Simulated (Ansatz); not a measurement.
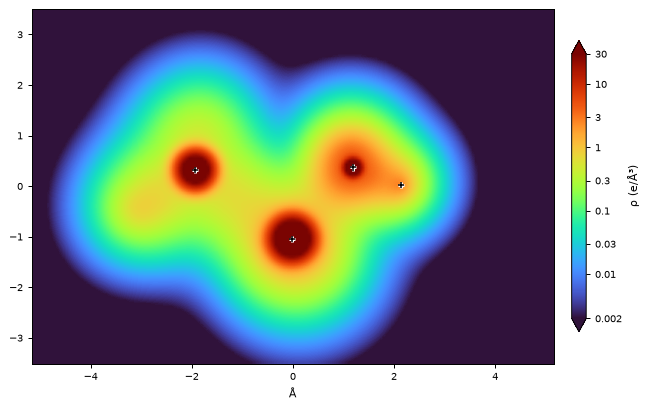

The total electron density on a plane through atoms (crosses mark nuclei in the plane).

All numbers below come from RKS PBE0-D4/def2-TZVPP in Ansatz 0.2.0.

Candidates:
A. AsH$_{6}$NSi (SMILES N[AsH][SiH3])
B. CH$_{4}$O$_{3}$Si (SMILES O[Si]1(O)CO1)

### Which candidate gave the map?

Candidate A: AsH$_{6}$NSi on the plane of atoms N1, As2 and Si3, which holds N, As, Si and H. As–N (1.86 Å): the density is about 0.99 e/Å³ at the midpoint. Si–As (2.37 Å): ρ is about 0.66 e/Å³ halfway.
